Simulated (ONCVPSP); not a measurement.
**Nb: pseudopotential generation**

- system: niobium (Nb, Z = 41), core [Ar] 3d10, reference valence 4s2 4p6 4d4 5s1, valence charge 13.
- method: ONCV potential, LDA (Perdew-Zunger), scalar-relativistic, made with ONCVPSP 4.0.1

## Input file
```
# ATOM AND REFERENCE CONFIGURATION
# atsym  z   nc   nv     iexc    psfile
  Nb 41.00    6    4        3      upf
#
#   n    l    f
    1    0    2.00
    2    0    2.00
    2    1    6.00
    3    0    2.00
    3    1    6.00
    3    2   10.00
    4    0    2.00
    4    1    6.00
    4    2    4.00
    5    0    1.00
#
# PSEUDOPOTENTIAL AND OPTIMIZATION
# lmax
    2
#
#   l,   rc,      ep,       ncon, nbas, qcut
    0    2.00    0.00    5    8    5.30
    1    1.25    0.00    4    7    7.30
    2    1.75    0.00    4    9    6.30
#
# LOCAL POTENTIAL
# lloc, lpopt,  rc(5),   dvloc0
    4    5    1.00    2.00
#
# VANDERBILT-KLEINMAN-BYLANDER PROJECTORs
# l, nproj, debl
    0    3    2.20
    1    1    0.70
    2    2    0.50
#
# MODEL CORE CHARGE
# icmod, fcfact, rcfact
    3    3.50    1.40
#
# LOG DERIVATIVE ANALYSIS
# epsh1, epsh2, depsh
   -4.00    5.00    0.02
#
# OUTPUT GRID
# rlmax, drl
    6.00    0.01
#
# TEST CONFIGURATIONS
# ncnf
    4
# nvcnf
#   n    l    f
    4
    4    0    2.00
    4    1    6.00
    4    2    4.00
    5    0    0.00
#
    4
    4    0    2.00
    4    1    6.00
    4    2    3.00
    5    0    0.00
#
    4
    4    0    2.00
    4    1    6.00
    4    2    2.00
    5    0    0.00
#
    4
    4    0    2.00
    4    1    6.00
    4    2    5.00
    5    0    0.00
#
```

Run as:
```bash
oncvpsp.x < Nb.dat > Nb.out
```

## Log (extracts)
```
ONCVPSP  (Optimized Norm-Conservinng Vanderbilt PSeudopotential)
scalar-relativistic version 4.0.1

#   n    l    f        energy (Ha)
    1    0    2.00    -6.9022091E+02
    2    0    2.00    -9.6568759E+01
    2    1    6.00    -8.6295153E+01
    3    0    2.00    -1.6090896E+01
    3    1    6.00    -1.2732988E+01
    3    2   10.00    -7.2249677E+00
    4    0    2.00    -2.1484079E+00
    4    1    6.00    -1.2718735E+00
    4    2    4.00    -1.1799186E-01
    5    0    1.00    -1.5442191E-01

Reference configufation results
  iterations    25
  all-electron total energy (Ha)   -3.81554480D+03

Begin loop to  construct optimized pseudo wave functions
and semi-local pseudopoentials for all angular momenta

   Wellstate for l =  0  n =  7
     eigenvalue =   2.0456
     asymptotic potential =   2.5456
     half-point radius =  4.4812

Calculating optimized projector #   1

 for l=   0

    Fraction of norm inside rc  0.966152
    Optimizing pswf for qcut=   5.30 a_B^-1,  ecut=  14.03 Ha
    Residual kinetic energy error=  4.46D-04 Ha

    Energy error per electron        Cutoff
         Ha          eV             Ha
         0.01000     0.27211        8.55
         0.00100     0.02721       12.67
         0.00010     0.00272       34.35
         0.00001     0.00027       42.99

Calculating optimized projector #   2

 for l=   0

    Fraction of norm inside rc  0.069990
    Optimizing pswf for qcut=   5.30 a_B^-1,  ecut=  14.03 Ha
    Residual kinetic energy error=  2.19D-04 Ha

    Energy error per electron        Cutoff
         Ha          eV             Ha
         0.01000     0.27211        3.66
         0.00100     0.02721       11.28
         0.00010     0.00272       17.36
         0.00001     0.00027       44.18

Calculating optimized projector #   3

 for l=   0

    Fraction of norm inside rc  0.117939
    Optimizing pswf for qcut=   5.30 a_B^-1,  ecut=  14.03 Ha
    Residual kinetic energy error=  1.67D-03 Ha

    Energy error per electron        Cutoff
         Ha          eV             Ha
         0.01000     0.27211       10.11
         0.00100     0.02721       14.95
         0.00010     0.00272       28.89
         0.00001     0.00027       52.48

Calculating optimized projector #   1

 for l=   1

    Fraction of norm inside rc  0.502170
    Optimizing pswf for qcut=   7.29 a_B^-1,  ecut=  26.59 Ha
    Residual kinetic energy error=  1.17D-03 Ha

    Energy error per electron        Cutoff
         Ha          eV             Ha
         0.01000     0.27211       18.80
         0.00100     0.02721       27.41
         0.00010     0.00272       80.09
         0.00001     0.00027       96.39

   Wellstate for l =  2  n =  5
     eigenvalue =   0.3820
     asymptotic potential =   0.8820
     half-point radius =  5.9695

Calculating optimized projector #   1

 for l=   2

    Fraction of norm inside rc  0.407943
    Optimizing pswf for qcut=   6.29 a_B^-1,  ecut=  19.80 Ha
    Residual kinetic energy error=  8.30D-05 Ha

    Energy error per electron        Cutoff
         Ha          eV             Ha
         0.01000     0.27211       12.05
         0.00100     0.02721       16.01
         0.00010     0.00272       19.86
         0.00001     0.00027       67.32

Calculating optimized projector #   2

 for l=   2

    Fraction of norm inside rc  0.135161
    Optimizing pswf for qcut=   6.29 a_B^-1,  ecut=  19.80 Ha
    Residual kinetic energy error=  5.15D-05 Ha

    Energy error per electron        Cutoff
         Ha          eV             Ha
         0.01000     0.27211       10.99
         0.00100     0.02721       15.39
         0.00010     0.00272       18.93
         0.00001     0.00027       28.70

Construct Vanderbilt / Kleinmman-Bylander projectors

B matrix Hermiticity error, ll=   0
   1   2    1.5665E-04
   1   3    3.8392E-04
   2   3   -7.6771E-05

  Orthonormal projector coefficients  1.6476E+01  4.9800E+00  9.4100E-01

B matrix Hermiticity error, ll=   2
   1   2    3.0265E-05

  Orthonormal projector coefficients  5.5464E+00  1.8503E+00

Model core correction analysis
  based on d2Exc/dn_idn_j

d2excae - all-electron derivatives

   -3.083069D-02   -2.766913D-02   -1.345453D-02   -2.091986D-03
   -2.766919D-02   -2.627506D-02   -1.508087D-02   -2.896796D-03
   -1.345479D-02   -1.508111D-02   -1.676342D-02   -1.228853D-02
   -2.091978D-03   -2.896627D-03   -1.228392D-02   -2.490801D-02

d2excps - pseudofunction derivatives with no core correction

   -4.299540D-02   -3.262045D-02   -1.460973D-02   -3.203892D-03
   -3.262127D-02   -3.106212D-02   -1.674326D-02   -3.241012D-03
   -1.461020D-02   -1.674366D-02   -1.739737D-02   -1.235877D-02
   -3.204321D-03   -3.240874D-03   -1.235416D-02   -2.500484D-02

rms 2nd derivative error    3.801839E-03

rmatch, rhocmatch    0.7948    9.3809

Teter function model core charge with specified parameters

d2excps - pseudofunction derivatives with core correction

   -3.061499D-02   -2.709157D-02   -1.314466D-02   -2.221726D-03
   -2.709140D-02   -2.750031D-02   -1.567889D-02   -2.860572D-03
   -1.314480D-02   -1.567916D-02   -1.705625D-02   -1.226631D-02
   -2.221706D-03   -2.860397D-03   -1.226170D-02   -2.492313D-02

rms 2nd derivative error    4.504051E-04

Pseudoatom total energy  -57.211241

Diagnostic tests using Vanderbilt-Kleinman-Bylander pseudopotentials
  1 or more projectors used as specified by nproj input data

   l    rcore       rmatch      e in        delta e   norm test  slope test

   0   2.0087756   2.0697664  -2.1484079   0.0000015   1.0001434   1.0001325
   0   2.0087756   2.0697664  -0.1544219   0.0000015   1.0000237   1.0000193
   0   2.0087756   2.0697664   2.0455781   0.0000218   1.0002231   1.0002231

   1   1.2522498   1.2902708  -1.2718735  -0.0000171   0.9999993   1.0000393

   2   1.7505635   1.8037144  -0.1179919   0.0000036   1.0000512   1.0000689
   2   1.7505635   1.8037144   0.3820081   0.0000063   1.0001422   1.0001422

 Testing for bound ghosts
   n   l    E NL Schr. Eq   E Basis Diag.   E Cutoff

   1   0       -2.148406       -2.148405     87.02
   2   0       -0.154420       -0.120732     87.02

   2   1       -1.271891       -1.269427     97.95

   3   2       -0.117988       -0.105285    144.34

 Testing for highly-localized positive-energy ghosts
       l    <radius>/rc     E Basis Diag.   E Cutoff

       0        0.617471        9.397071     87.02  WARNING - GHOST(+)

Test configuration 0

   n   l     f        eae           eps        diff
   1   0  2.0000 -690.22090996
   2   0  2.0000  -96.56875914
   2   1  6.0000  -86.29515260
   3   0  2.0000  -16.09089600
   3   1  6.0000  -12.73298778
   3   2 10.0000   -7.22496772
   4   0  2.0000   -2.14840786   -2.14840639    1.47D-06
   4   1  6.0000   -1.27187350   -1.27189063   -1.71D-05
   4   2  4.0000   -0.11799186   -0.11798830    3.56D-06
   5   0  1.0000   -0.15442191   -0.15442040    1.52D-06

    Total energies and differences
      AE_ref= -3.81554480D+03  AE_tst= -3.81554480D+03  dif=  0.00D+00
      PS_ref= -5.72112413D+01  PS_tst= -5.72112413D+01  dif=  5.68D-14
      PSP excitation error= -5.68D-14

Test configuration 1

   n   l     f        eae           eps        diff
   1   0  2.0000 -690.46044692
   2   0  2.0000  -96.80458903
   2   1  6.0000  -86.53124995
   3   0  2.0000  -16.32767701
   3   1  6.0000  -12.96975140
   3   2 10.0000   -7.46143654
   4   0  2.0000   -2.38725059   -2.38837372   -1.12D-03
   4   1  6.0000   -1.51173351   -1.51206299   -3.29D-04
   4   2  4.0000   -0.35097577   -0.35095312    2.26D-05

    Total energies and differences
      AE_ref= -3.81554480D+03  AE_tst= -3.81529063D+03  dif=  2.54D-01
      PS_ref= -5.72112413D+01  PS_tst= -5.69569900D+01  dif=  2.54D-01
      PSP excitation error= -8.45D-05

Test configuration 2

   n   l     f        eae           eps        diff
   1   0  2.0000 -690.87491199
   2   0  2.0000  -97.22350148
   2   1  6.0000  -86.94977398
   3   0  2.0000  -16.74435163
   3   1  6.0000  -13.38640853
   3   2 10.0000   -7.87851759
   4   0  2.0000   -2.79343313   -2.79402065   -5.88D-04
   4   1  6.0000   -1.91151341   -1.91154790   -3.45D-05
   4   2  3.0000   -0.71016779   -0.71008935    7.84D-05

    Total energies and differences
      AE_ref= -3.81554480D+03  AE_tst= -3.81476599D+03  dif=  7.79D-01
      PS_ref= -5.72112413D+01  PS_tst= -5.64323928D+01  dif=  7.79D-01
      PSP excitation error= -4.05D-05

Test configuration 3

psatom: WARNING lschvkbb convergence error n,l,iter=   3   2   5
ea(ii),et,emin,emax -1.412539E-01 -1.553793E-01 -1.553793E-01 -1.553793E-01
run_config: WARNING for fully non-local PS atom, stg. 1
 WARNING no output for configuration 4

Test configuration 4

   n   l     f        eae           eps        diff
   1   0  2.0000 -690.15753683
   2   0  2.0000  -96.50007613
   2   1  6.0000  -86.22690707
   3   0  2.0000  -16.02300821
   3   1  6.0000  -12.66507799
   3   2 10.0000   -7.15666932
   4   0  2.0000   -2.08363938   -2.08508523   -1.45D-03
   4   1  6.0000   -1.21038846   -1.21079599   -4.08D-04
   4   2  5.0000   -0.07721704   -0.07719322    2.38D-05

    Total energies and differences
      AE_ref= -3.81554480D+03  AE_tst= -3.81549618D+03  dif=  4.86D-02
      PS_ref= -5.72112413D+01  PS_tst= -5.71624949D+01  dif=  4.87D-02
      PSP excitation error= -1.29D-04
```

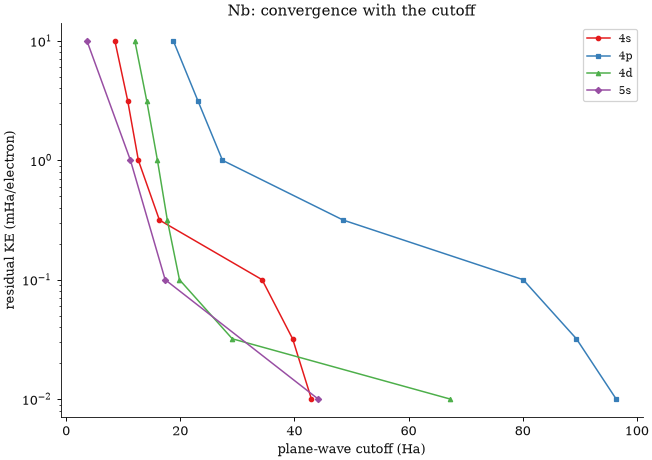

Fig. 1: Residual kinetic energy of the pseudo-waves (the first of each channel, and further valence shells) beyond the plane-wave cutoff, as the generator prints it.

- Cutoffs for 1 mHa per electron: 4p: 27 Ha; 4d: 16 Ha; 4s: 13 Ha; 5s: 11 Ha.
- Hardest wave at 1 mHa per electron: 4p, with rc = 1.25 bohr and qcut = 7.3 1/bohr. The optimisation minimises, but can't always remove, the kinetic energy above qcut²/2 = 26.6 Ha, and a larger rc would as a rule soften the wave at some cost in transferability.
- Cutoffs for the occupied states: 27 Ha for 1 mHa and 80 Ha for 0.1 mHa per electron. The first is set by 4p.

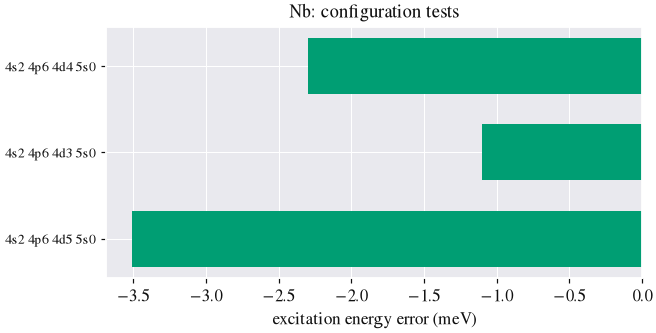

Fig. 2: Errors, all-electron minus pseudo, of the energies of valence configurations relative to the unpolarised reference 4s2 4p6 4d4 5s1. Not all tests gave a result: 1 of 4 tests not solved.

- Worst configuration: 4s2 4p6 4d5 5s0 (neutral): the error is -3.5 meV on an all-electron energy of +1.32 eV relative to the reference, or 0.27 %.
- Errors in meV: 4s2 4p6 4d4 5s0: -2.3; 4s2 4p6 4d3 5s0: -1.1; 4s2 4p6 4d5 5s0: -3.5.
- Configurations within 10 meV and within 50 meV: 3 and 3 of 3.

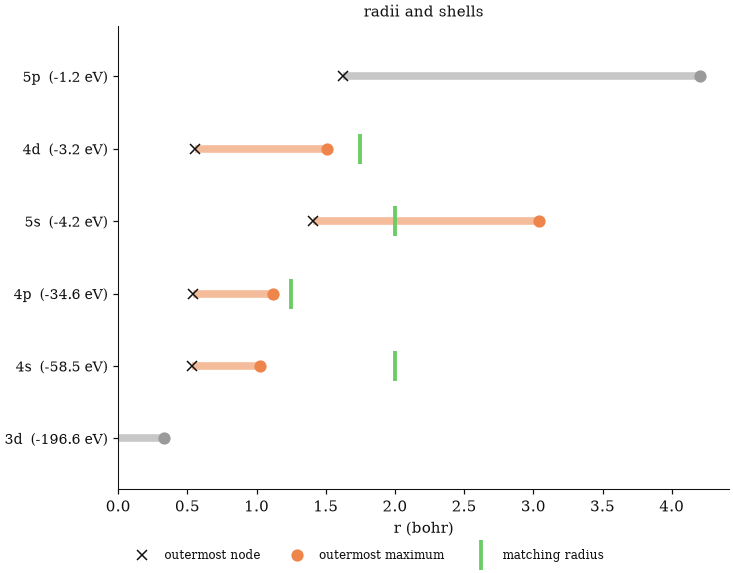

Fig. 3: Outer shells of the all-electron reference atom: each bar runs from the outermost node (or the nucleus) to the outermost maximum of u(r); the tick is the radius chosen for the pseudo-wave. Shells without a tick have no pseudo-wave of their own. Levels, nodes and maxima are from ld1.x, scalar-relativistic.

- Radii against the shells: 4s: 2.00 bohr, outside the maximum; 4p: 1.25 bohr, outside the maximum; 5s: 2.00 bohr, between node and maximum; 4d: 1.75 bohr, outside the maximum.

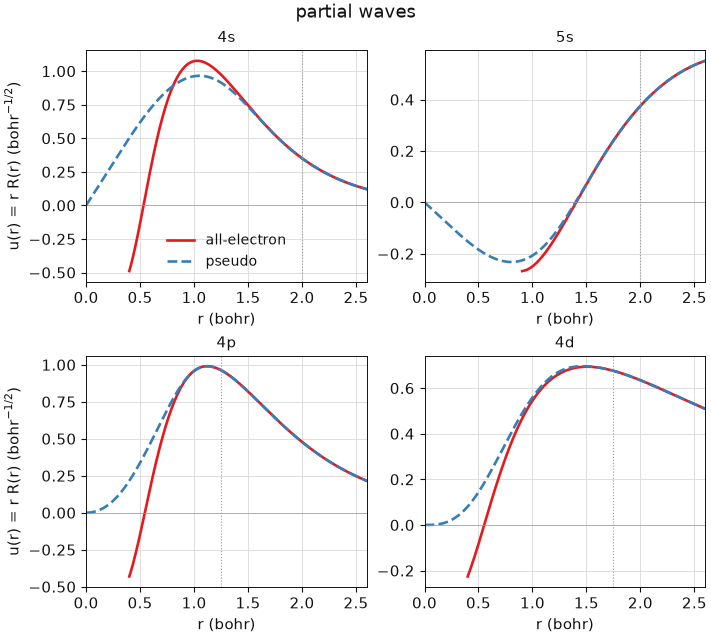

Fig. 4: Pseudo-waves (dashed) against the all-electron radial functions (solid). Dotted lines mark the matching radii. The innermost oscillations of some all-electron curves aren't drawn. Pseudo-waves: 4s has no node; 5s has a node at about 1.4 bohr; 4p has no node; 4d has no node. A node in 5s is expected, since a lower shell of the same l is also in the valence and the two must stay orthogonal.

## Key numbers

- outcome: generated
- cutoffs needed: 27 Ha and 80 Ha (the cutoffs at which the residual kinetic energy of the hardest occupied pseudo-wave falls to 1 and 0.1 mHa per electron)
- ghost test: no bound ghost flagged; GHOST(+) flagged for s at 255.7 eV
- configuration tests: 1 of 4 tests not solved
- rms error of d²Exc/dni dnj: 3.80 mHa without and 0.45 mHa with the model core
- largest excitation error among the tests solved: -3.5 meV (all-electron minus pseudo) for 4s2 4p6 4d5 5s0
- range over which the phases arctan(r R′/R) at the test radius agree within 0.05 rad (a looser test near the poles than one of phase shifts): s: over the whole range computed; p: up to about 2.6 Ha; d: over the whole range computed; f: not judged, local potential alone
- hardware: 1 CPU thread, shared host
- wall time: 4 s

## Remarks

Warnings of the program, in the generation or the tests: psatom: WARNING lschvkbb convergence error n,l,iter= 3 2 5.
